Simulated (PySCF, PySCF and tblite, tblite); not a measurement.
# C3H11BNOP: a path driven as rotation about a bond, and NMR exchange, part 1 of 2

Aim: the barrier and rate of rotation about a bond in C3H11BNOP (`COB(P)N(C)C`), and what it does to NMR lines.

Computed with tblite 0.8.0 (tight binding) and PySCF 2.14.0 (DFT, with response routines of our own); each step states its level. Atoms count from 0 throughout.

## Step 1: The starting structure

18 atoms, charge 0, multiplicity 1; geometry from: force field or distance geometry start.

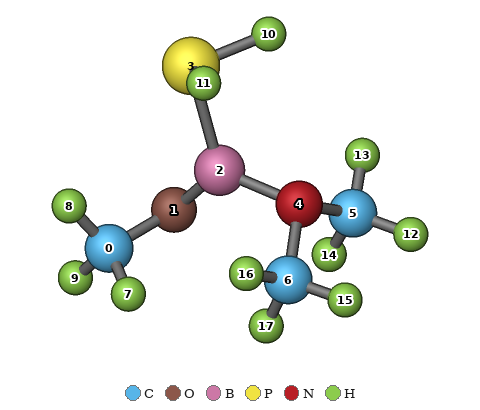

The starting geometry (carbon blue, oxygen brown, boron pink, phosphorus yellow, nitrogen red, hydrogen green), atoms numbered.

## Step 2: GFN2-xTB relaxation, start minimum

What the job is given:

```
{"job": {"xc": "GFN2-xTB", "basis": "xTB", "kind": "relax"}, "charge": 0, "multiplicity": 1}
C      2.005900    -1.200200     0.547800
O      0.973800    -0.497800     1.219000
B      0.473800     0.569200     0.361300
P      1.354100     2.293200     0.333100
N     -0.898800     0.432300    -0.338200
C     -1.961400     0.191800     0.641500
C     -0.867600    -0.646000    -1.340800
H      1.630000    -1.683400    -0.373200
H      2.866700    -0.536500     0.318300
H      2.369700    -2.003100     1.217500
H      0.133700     3.029300     0.606400
H      1.265500     2.418100    -1.100400
H     -2.949900     0.147800     0.148100
H     -1.998500     1.031100     1.370100
H     -1.796200    -0.753000     1.197200
H     -1.822600    -0.656800    -1.898400
H     -0.047000    -0.480700    -2.067100
H     -0.740000    -1.649100    -0.853900
```

Started as:

```sh
> OMP_NUM_THREADS=1 python ens_run.py task.json out
```

This one command runs the whole study; its stages follow in the order run.

The log of the run:

```text
step      E/eV     max force
  0    -619.26899    2.424
  1    -619.46287    1.637
  2    -619.59901    0.916
  3    -619.63037    0.515
  4    -619.68205    0.574
  5    -619.70622    0.522
  6    -619.74241    0.602
  7    -619.76343    0.475
  8    -619.79396    0.601
  9    -619.82855    0.648
 10    -619.87977    0.615
 11    -619.94320    0.691
 12    -620.01171    0.730
 13    -620.06755    0.590
 14    -620.11029    0.394
 15    -620.13142    0.398
 16    -620.14505    0.505
 17    -620.15943    0.362
 18    -620.18379    0.308
 19    -620.20254    0.445
 20    -620.22789    0.466
 21    -620.24964    0.352
 22    -620.27433    0.359
 23    -620.29976    0.375
 24    -620.32530    0.458
 25    -620.35489    0.444
 26    -620.38771    0.427
 27    -620.42047    0.371
 28    -620.45220    0.384
 29    -620.48233    0.427
 30    -620.50366    0.479
 31    -620.52501    0.387
 32    -620.54253    0.315
 33    -620.56406    0.350
 34    -620.57748    0.423
 35    -620.60723    0.391
 36    -620.62466    0.245
 37    -620.63687    0.274
 38    -620.64424    0.297
 39    -620.65428    0.323
 40    -620.66542    0.260
 41    -620.68123    0.248
 42    -620.68917    0.343
 43    -620.70854    0.322
 44    -620.72313    0.362
 45    -620.73572    0.309
 46    -620.74581    0.239
 47    -620.75742    0.263
 48    -620.77051    0.292
 49    -620.78449    0.310
 50    -620.79814    0.297
 51    -620.81208    0.389
 52    -620.82956    0.432
 53    -620.85037    0.405
 54    -620.88016    0.351
 55    -620.90044    0.351
 56    -620.92495    0.412
 57    -620.94438    0.352
 58    -620.95973    0.378
 59    -620.96703    0.424
 60    -620.97978    0.238
 61    -620.98637    0.301
 62    -620.99257    0.187
 63    -620.99861    0.165
 64    -621.00634    0.145
 65    -621.01319    0.171
 66    -621.01893    0.157
 67    -621.02443    0.166
 68    -621.03052    0.185
 69    -621.03410    0.222
 70    -621.03831    0.148
 71    -621.04209    0.122
 72    -621.04642    0.077
 73    -621.04849    0.089
 74    -621.05100    0.087
 75    -621.05305    0.106
 76    -621.05587    0.103
 77    -621.05967    0.152
 78    -621.06316    0.140
 79    -621.06594    0.139
 80    -621.06811    0.132
 81    -621.07178    0.131
 82    -621.07575    0.135
 83    -621.07870    0.112
 84    -621.08063    0.116
 85    -621.08237    0.098
 86    -621.08404    0.094
 87    -621.08553    0.081
 88    -621.08664    0.091
 89    -621.08746    0.077
 90    -621.08816    0.063
 91    -621.08878    0.055
 92    -621.08931    0.048
 93    -621.08969    0.058
 94    -621.09011    0.052
 95    -621.09054    0.041
 96    -621.09086    0.037
 97    -621.09106    0.031
 98    -621.09123    0.034
 99    -621.09140    0.032
100    -621.09157    0.028
101    -621.09172    0.030
102    -621.09185    0.032
103    -621.09201    0.034
104    -621.09219    0.029
105    -621.09235    0.030
106    -621.09248    0.025
107    -621.09261    0.027
108    -621.09277    0.026
109    -621.09296    0.037
110    -621.09318    0.050
111    -621.09345    0.053
112    -621.09383    0.051
113    -621.09434    0.058
114    -621.09488    0.063
115    -621.09522    0.045
116    -621.09539    0.025
117    -621.09550    0.023
118    -621.09560    0.026
119    -621.09571    0.030
120    -621.09583    0.028
121    -621.09597    0.028
122    -621.09615    0.029
123    -621.09636    0.035
124    -621.09663    0.039
125    -621.09693    0.043
126    -621.09721    0.043
127    -621.09743    0.032
128    -621.09758    0.031
129    -621.09772    0.028
130    -621.09788    0.029
131    -621.09803    0.022
132    -621.09813    0.026
133    -621.09824    0.029
134    -621.09837    0.029
135    -621.09852    0.022
136    -621.09867    0.030
137    -621.09885    0.040
138    -621.09908    0.044
139    -621.09939    0.038
140    -621.09968    0.062
141    -621.09958    0.104
142    -621.10033    0.042
143    -621.10067    0.040
144    -621.10188    0.059
145    -621.10242    0.064
146    -621.10351    0.058
147    -621.10407    0.063
148    -621.10459    0.097
149    -621.10521    0.055
150    -621.10576    0.042
151    -621.10653    0.039
152    -621.10709    0.049
153    -621.10805    0.063
154    -621.10896    0.070
155    -621.10993    0.082
156    -621.11066    0.050
157    -621.11121    0.101
158    -621.11182    0.051
159    -621.11227    0.038
160    -621.11272    0.046
161    -621.11321    0.058
162    -621.11366    0.043
163    -621.11396    0.042
164    -621.11417    0.045
165    -621.11438    0.043
166    -621.11457    0.037
167    -621.11473    0.028
168    -621.11487    0.038
169    -621.11499    0.031
170    -621.11512    0.031
171    -621.11525    0.030
172    -621.11533    0.022
173    -621.11542    0.026
174    -621.11549    0.021
175    -621.11555    0.018
176    -621.11560    0.016
177    -621.11563    0.014
178    -621.11566    0.014
179    -621.11570    0.017
180    -621.11574    0.017
181    -621.11579    0.016
182    -621.11584    0.018
183    -621.11589    0.018
184    -621.11595    0.015
185    -621.11600    0.013
186    -621.11605    0.017
187    -621.11610    0.018
188    -621.11615    0.019
189    -621.11621    0.013
190    -621.11627    0.011
191    -621.11630    0.013
192    -621.11634    0.012
193    -621.11636    0.012
194    -621.11638    0.012
195    -621.11640    0.013
196    -621.11641    0.007
197    -621.11642    0.008
198    -621.11643    0.005
199    -621.11644    0.007
200    -621.11645    0.009
201    -621.11647    0.010
202    -621.11649    0.008
203    -621.11650    0.006
204    -621.11651    0.008
205    -621.11652    0.012
206    -621.11654    0.013
207    -621.11656    0.011
208    -621.11657    0.009
209    -621.11659    0.009
210    -621.11660    0.009
211    -621.11662    0.009
212    -621.11663    0.007
213    -621.11664    0.007
214    -621.11665    0.007
215    -621.11666    0.006
216    -621.11666    0.004
217    -621.11666    0.003
```

It took 1.5 s on 1 thread of Arm Neoverse V1, shared host.

Relaxing gained 1.848 eV and moved the atoms by 1.16 Å on average (rms).

## Step 3: Relaxed scan, rotation

What the job is given:

```
{"job": {"xc": "GFN2-xTB", "basis": "xTB", "coordinate": [["t", [3, 2, 1, 0], 0.5], ["t", [4, 2, 1, 0], 0.5]], "kind": "drive"}, "charge": 0, "multiplicity": 1}
C      2.622129    -0.760481     0.029418
O      1.258711    -0.763820    -0.295365
B      0.342783     0.098055     0.225425
P      0.799337     1.490316     1.511154
N     -0.990116    -0.089626    -0.161856
C     -2.123342     0.630720     0.368377
C     -1.376831    -1.078136    -1.146330
H      3.031567    -1.729854    -0.260381
H      3.149412     0.027686    -0.519598
H      2.780404    -0.608648     1.102656
H      0.173208     2.523530     0.839446
H      2.027148     1.815349     0.963726
H     -2.596828     1.240574    -0.409298
H     -1.808541     1.278573     1.185219
H     -2.868182    -0.072901     0.752758
H     -1.898614    -0.598775    -1.980280
H     -0.485830    -1.575214    -1.516310
H     -2.045174    -1.821030    -0.700418
```

The log of the run:

```text
point  coordinate     E/eV
  0    -73.700     -621.09696
  1    -59.000     -621.04249
  2    -44.000     -620.98839
  3    -29.100     -620.90856
  4    -13.900     -620.83077
  5      1.600     -620.79992
  6     17.000     -620.81829
  7     32.200     -620.87078
  8     47.200     -620.94341
  9     62.000     -621.00182
 10     76.700     -621.02196
 11     91.500     -621.01701
```

Run time: 3.3 s. Hardware: 1 thread of Arm Neoverse V1, shared host.

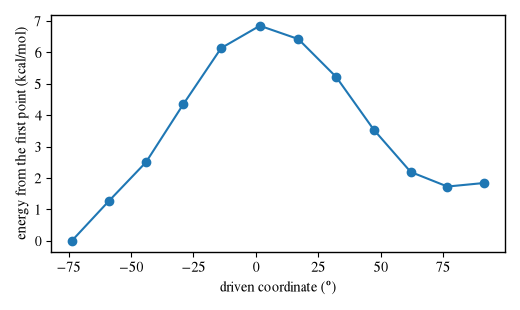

Energy along the scan.

## Step 4: Nudged elastic band, leg 1

The job, as its differences from that of step 3:

```diff
@@ -1,2 +1,2 @@
-{"job": {"xc": "GFN2-xTB", "basis": "xTB", "coordinate": [["t", [3, 2, 1, 0], 0.5], ["t", [4, 2, 1, 0], 0.5]], "kind": "drive"}, "charge": 0, "multiplicity": 1}
+{"job": {"xc": "GFN2-xTB", "basis": "xTB", "kind": "neb"}, "charge": 0, "multiplicity": 1}
 C      2.622129    -0.760481     0.029418
```

The log of the run:

```text
image   E - E0 / eV
  0       0.0000
  1       0.0347
  2       0.1361
  3       0.3142
  4       0.2268
  5       0.1060
  6       0.0884
```

Run time: 2.7 s. Hardware: 1 thread of Arm Neoverse V1, shared host; peak memory 0.2 GiB.

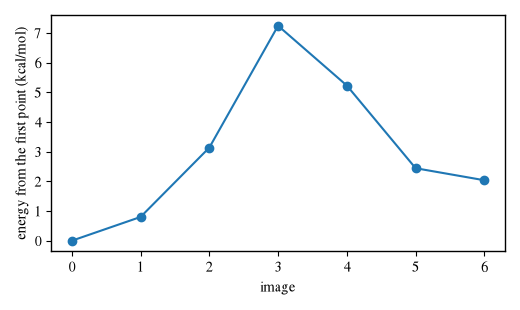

Energy along the band.

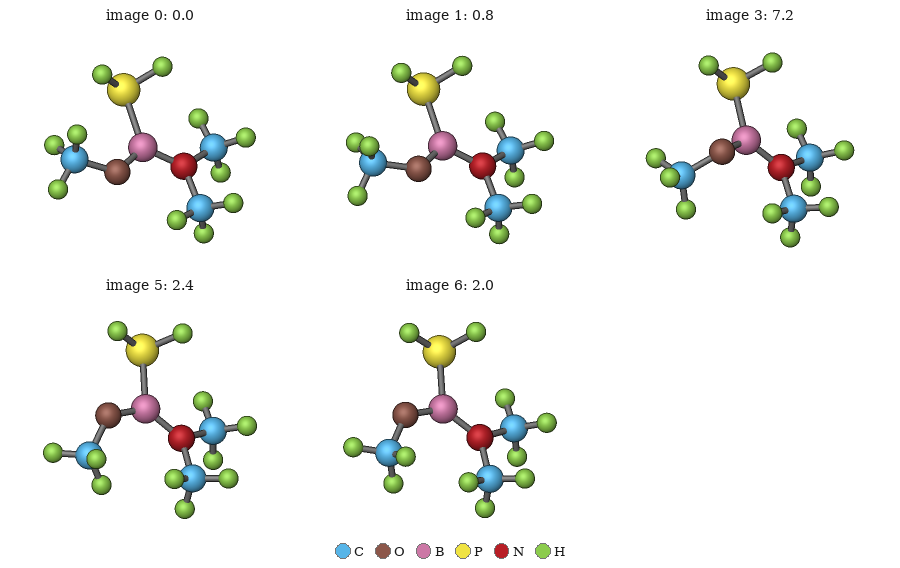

Images along the band, with energies in kcal/mol.

## Step 5: Saddle search, leg 1

What the job is given:

```
{"job": {"xc": "GFN2-xTB", "basis": "xTB", "kind": "saddle"}, "charge": 0, "multiplicity": 1}
C      2.366557    -0.999987    -0.074583
O      1.522249     0.032966    -0.501497
B      0.412950     0.486377     0.182308
P      0.615353     1.892804     1.514491
N     -0.851245    -0.009068    -0.123940
C     -2.082037     0.434871     0.490215
C     -1.071502    -1.009324    -1.148849
H      1.826454    -1.953900    -0.028014
H      3.176075    -1.081300    -0.801751
H      2.789651    -0.791605     0.915286
H      0.009530     2.876206     0.751594
H      1.880807     2.272450     1.112117
H     -2.704665     0.973208    -0.231219
H     -1.858253     1.094853     1.328275
H     -2.646459    -0.425832     0.859634
H     -1.743641    -0.620931    -1.918867
H     -0.120764    -1.263672    -1.608925
H     -1.521058    -1.908117    -0.716274
```

The log of the run:

```text
step      E/eV     max force
  0    -620.80243   0.0348
  1    -620.79995   0.1146
  2    -620.80183   0.0350
  3    -620.80154   0.0250
  4    -620.80061   0.0597
  5    -620.80123   0.0287
  6    -620.80077   0.0092
  7    -620.80073   0.0047
  8    -620.80073   0.0000
lowest wavenumbers (cm-1): -141.5 91.4 127.3 129.1 147.0 167.7
```

Run time: 3.9 s. Hardware: 1 thread of Arm Neoverse V1, shared host; peak memory 0.2 GiB.

Point group C1; 1 imaginary mode, 142i cm⁻¹, carried by C0, O1, H9, H7. Steps downhill from it reached both ends.

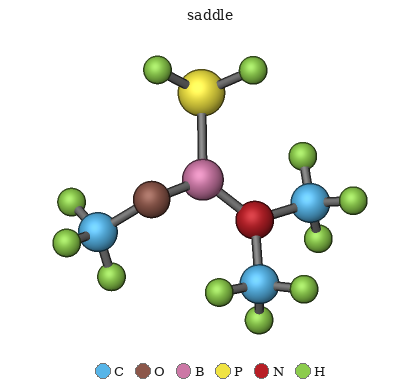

The saddle point.

## Step 6: Shieldings, start: CAM-B3LYP/pcSseg-1

What the job is given:

```
{"job": {"kind": "nmr", "xc": "CAM-B3LYP", "basis": "pcSseg-1", "pop": false}, "charge": 0, "multiplicity": 1}
C      2.622129    -0.760481     0.029418
O      1.258711    -0.763820    -0.295365
B      0.342783     0.098055     0.225425
P      0.799337     1.490316     1.511154
N     -0.990116    -0.089626    -0.161856
C     -2.123342     0.630720     0.368377
C     -1.376831    -1.078136    -1.146330
H      3.031567    -1.729854    -0.260381
H      3.149412     0.027686    -0.519598
H      2.780404    -0.608648     1.102656
H      0.173208     2.523530     0.839446
H      2.027148     1.815349     0.963726
H     -2.596828     1.240574    -0.409298
H     -1.808541     1.278573     1.185219
H     -2.868182    -0.072901     0.752758
H     -1.898614    -0.598775    -1.980280
H     -0.485830    -1.575214    -1.516310
H     -2.045174    -1.821030    -0.700418
```

The log of the run:

```text
coarse grid: 14936 points
cycle   1  E = -616.8755185649  dE =  8.902e-01  |g| = 6.356e-01  |ddm| = 3.488e+00
cycle   2  E = -616.8424407401  dE =  3.308e-02  |g| = 8.086e-01  |ddm| = 9.851e-01
cycle   3  E = -616.9537459663  dE = -1.113e-01  |g| = 6.188e-02  |ddm| = 5.873e-01
cycle   4  E = -616.9543355238  dE = -5.896e-04  |g| = 3.480e-02  |ddm| = 7.034e-02
cycle   5  E = -616.9545798000  dE = -2.443e-04  |g| = 9.662e-03  |ddm| = 2.944e-02
cycle   6  E = -616.9545991329  dE = -1.933e-05  |g| = 1.954e-03  |ddm| = 8.443e-03
cycle   7  E = -616.9545999792  dE = -8.463e-07  |g| = 3.570e-04  |ddm| = 2.355e-03
final grid: 138056 points
cycle   8  E = -617.0146567099  dE = -3.318e-05  |g| = 4.321e-03  |ddm| = 1.588e-02
cycle   9  E = -617.0146574362  dE = -7.263e-07  |g| = 4.026e-03  |ddm| = 5.851e-03
cycle  10  E = -617.0146610391  dE = -3.603e-06  |g| = 5.536e-04  |ddm| = 2.715e-03
cycle  11  E = -617.0146610913  dE = -5.215e-08  |g| = 2.036e-04  |ddm| = 4.571e-04
cycle  12  E = -617.0146610990  dE = -7.690e-09  |g| = 4.495e-05  |ddm| = 1.511e-04
cycle  13  E = -617.0146610994  dE = -3.838e-10  |g| = 1.111e-05  |ddm| = 4.725e-05
converged SCF energy = -617.0146610994

GIAO shielding tensors (ppm)
atom      isotropic    diamagn.    paramagn.     s11        s22        s33       span
  0 C      127.190     241.941    -114.751    100.408    103.986    177.177     76.770
  1 O      232.965     400.268    -167.303     70.331    286.183    342.380    272.048
  2 B       66.559     200.352    -133.793     46.509     65.469     87.699     41.190
  3 P      591.258     969.527    -378.269    532.256    605.704    635.813    103.557
  4 N      171.961     327.263    -155.302     75.076    210.121    230.684    155.608
  5 C      143.233     244.832    -101.599    123.161    126.396    180.142     56.981
  6 C      147.887     245.484     -97.597    122.502    137.766    183.393     60.891
  7 H       27.697      28.229      -0.532     23.275     25.982     33.834     10.558
  8 H       27.880      29.435      -1.555     24.337     25.438     33.864      9.527
  9 H       28.197      29.658      -1.461     23.881     27.184     33.527      9.647
 10 H       30.592      32.827      -2.235     24.921     29.349     37.506     12.586
 11 H       30.595      32.466      -1.871     24.876     29.034     37.875     12.999
 12 H       29.167      29.858      -0.690     25.411     26.484     35.606     10.195
 13 H       28.935      31.538      -2.604     23.107     31.438     32.258      9.151
 14 H       29.305      29.564      -0.258     25.431     26.741     35.745     10.314
 15 H       29.597      30.170      -0.573     25.323     27.121     36.346     11.022
 16 H       27.706      31.697      -3.991     21.781     29.488     31.849     10.068
 17 H       29.589      30.111      -0.521     25.347     27.070     36.351     11.004
```

It took 35 s on 1 thread of Arm Neoverse V1, shared host; peak memory 0.94 GiB.

Key values: HOMO -7.85 eV, LUMO 1.84 eV; dipole 1.15 D.

## Step 7: Shieldings, saddle of leg 1: CAM-B3LYP/pcSseg-1

What the job is given:

```
{"job": {"kind": "nmr", "xc": "CAM-B3LYP", "basis": "pcSseg-1", "pop": false}, "charge": 0, "multiplicity": 1}
C      2.326093    -1.036138    -0.066176
O      1.564113     0.067128    -0.475732
B      0.431465     0.514727     0.176159
P      0.635643     1.914305     1.510093
N     -0.826513     0.003243    -0.132390
C     -2.060263     0.424863     0.491091
C     -1.039419    -0.996385    -1.159205
H      1.721021    -1.949541    -0.023671
H      3.128714    -1.168296    -0.793433
H      2.763119    -0.863061     0.924673
H     -0.064109     2.888406     0.821970
H      1.854982     2.358624     1.039370
H     -2.706161     0.932504    -0.232315
H     -1.843850     1.105647     1.313809
H     -2.596610    -0.443470     0.884193
H     -1.769167    -0.635132    -1.889059
H     -0.100470    -1.192940    -1.669194
H     -1.418588    -1.924482    -0.720182
```

The log of the run:

```text
coarse grid: 14936 points
cycle   1  E = -616.8621485159  dE =  8.709e-01  |g| = 6.521e-01  |ddm| = 3.491e+00
cycle   2  E = -616.8291376917  dE =  3.301e-02  |g| = 8.219e-01  |ddm| = 1.132e+00
cycle   3  E = -616.9435586849  dE = -1.144e-01  |g| = 6.001e-02  |ddm| = 6.921e-01
cycle   4  E = -616.9441351158  dE = -5.764e-04  |g| = 3.246e-02  |ddm| = 6.756e-02
cycle   5  E = -616.9443453611  dE = -2.102e-04  |g| = 1.007e-02  |ddm| = 2.820e-02
cycle   6  E = -616.9443662963  dE = -2.094e-05  |g| = 1.965e-03  |ddm| = 8.754e-03
cycle   7  E = -616.9443671450  dE = -8.487e-07  |g| = 3.605e-04  |ddm| = 2.438e-03
final grid: 138056 points
cycle   8  E = -617.0042582550  dE = -3.071e-05  |g| = 4.384e-03  |ddm| = 1.410e-02
cycle   9  E = -617.0042589637  dE = -7.087e-07  |g| = 4.097e-03  |ddm| = 5.797e-03
cycle  10  E = -617.0042627353  dE = -3.772e-06  |g| = 5.538e-04  |ddm| = 2.751e-03
cycle  11  E = -617.0042627877  dE = -5.242e-08  |g| = 2.100e-04  |ddm| = 4.750e-04
cycle  12  E = -617.0042627960  dE = -8.305e-09  |g| = 4.035e-05  |ddm| = 1.710e-04
cycle  13  E = -617.0042627963  dE = -3.311e-10  |g| = 9.927e-06  |ddm| = 4.372e-05
converged SCF energy = -617.0042627963

GIAO shielding tensors (ppm)
atom      isotropic    diamagn.    paramagn.     s11        s22        s33       span
  0 C      130.410     242.443    -112.032    102.835    107.121    181.275     78.440
  1 O      272.894     399.364    -126.470    185.385    264.662    368.635    183.250
  2 B       61.574     199.731    -138.157     33.110     64.779     86.832     53.721
  3 P      567.093     969.064    -401.971    481.975    588.159    631.145    149.170
  4 N      151.848     327.327    -175.479     32.660    209.161    213.723    181.063
  5 C      142.819     244.832    -102.013    122.654    125.406    180.397     57.743
  6 C      147.642     246.280     -98.638    123.273    135.890    183.764     60.491
  7 H       28.100      30.903      -2.803     23.450     26.924     33.926     10.477
  8 H       27.675      28.416      -0.741     23.918     25.160     33.949     10.031
  9 H       27.954      29.383      -1.429     23.426     26.410     34.025     10.599
 10 H       30.290      31.906      -1.616     25.282     29.044     36.543     11.261
 11 H       30.663      31.778      -1.115     25.132     28.664     38.192     13.060
 12 H       29.167      29.629      -0.462     25.594     26.558     35.349      9.754
 13 H       28.775      31.043      -2.268     23.052     31.243     32.030      8.978
 14 H       29.205      29.671      -0.466     25.399     26.717     35.500     10.101
 15 H       29.515      30.212      -0.697     25.241     27.145     36.161     10.920
 16 H       27.935      32.119      -4.184     22.779     29.175     31.850      9.071
 17 H       29.369      30.644      -1.275     25.416     26.919     35.771     10.355
```

It took 34 s on 1 thread of Arm Neoverse V1, shared host; peak memory 0.95 GiB.

In short: HOMO -7.79 eV, LUMO 1.52 eV; dipole 2.55 D.

(Continued in part 2 of 2.)
